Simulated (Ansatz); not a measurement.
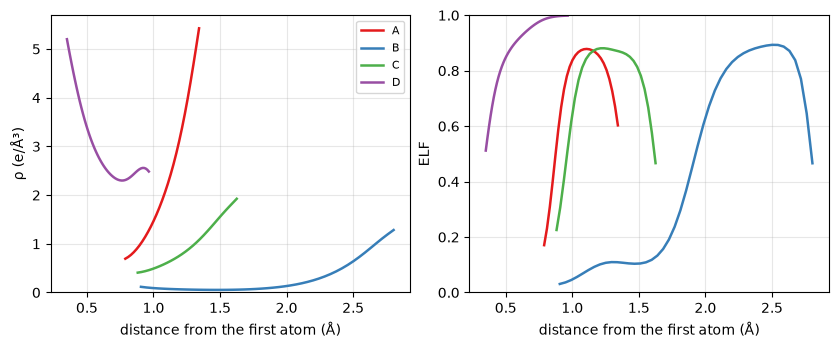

Figure 1: AlClH2O···H2S. Total electron density and electron localisation function along straight lines between neighbouring atoms. The curves leave out the atomic cores.

Not at a stationary point (largest force 0.8 eV/Å).

The calculation used RKS B3LYP-D4/6-31G* in Ansatz 0.2.0.

Input

```
crystal:
  periodic: [false, false, false]
  atoms:
    - { symbol: Al, position_ang: [0.0, 0.0, 0.0] }
    - { symbol: Cl, position_ang: [0.0, 0.0, 2.58] }
    - { symbol: O, position_ang: [1.5415, 0.0, -0.89] }
    - { symbol: H, position_ang: [1.8414, -0.9519, -1.0449] }
    - { symbol: H, position_ang: [-1.351, 0.0, -0.78] }
    - { symbol: S, position_ang: [0.1147, 2.4267, 0.8072] }
    - { symbol: H, position_ang: [0.6673, 2.4659, 2.093] }
    - { symbol: H, position_ang: [0.069, 1.4593, 2.0709] }
basis:
  gaussian: { orbitals: "6-31G*" }
hamiltonian:
  xc: b3lyp
  dispersion: d4
relax:
  f_tol: 0.15
  max_steps: 25
  restrain:
    - { distance: [0, 5], at: 3.46, k: 30.0 }
    - { distance: [7, 1], at: 2.57, k: 30.0 }
    - { distance: [0, 1], at: 2.23, k: 30.0 }
    - { distance: [7, 5], at: 1.4, k: 30.0 }
output:
  orbitals: {}
```

Launched as:

```sh
ansatz run input.yaml --threads 1 --pin off --max-ram 2048MiB --backend cpu --events-out ev --progress --plain --runs-dir out
```

The fields are those of the run's last geometry, not of the input's.

### Which curve belongs to which contact (Al–Cl, Al–O, Al–S and O–H)? The first atom named is at distance zero.

Curve A: Al–O (1.70 Å): ρ at the midpoint is about 0.83 e/Å³; the ELF peaks at about 0.90 in the valence shell of O, 0.6 Å from its nucleus, and is about 0.40 at the midpoint. Curve B: Al1···S6 (3.45 Å): the density falls to about 0.05 e/Å³ on the way; the ELF peaks at about 0.90 in the valence shell of S, 0.9 Å from its nucleus, and is about 0.20 at the midpoint. Curve C: Al–Cl (2.20 Å): ρ at the midpoint is about 0.61 e/Å³; the ELF peaks at about 0.90 in the valence shell of Cl, 1.0 Å from its nucleus, and is about 0.85 at the midpoint. Curve D: O–H (0.97 Å): the density is about 3.5 e/Å³ at the midpoint; the ELF climbs to about 1 towards the hydrogen, as it does in any bond to H: an ordinary covalent bond to hydrogen.
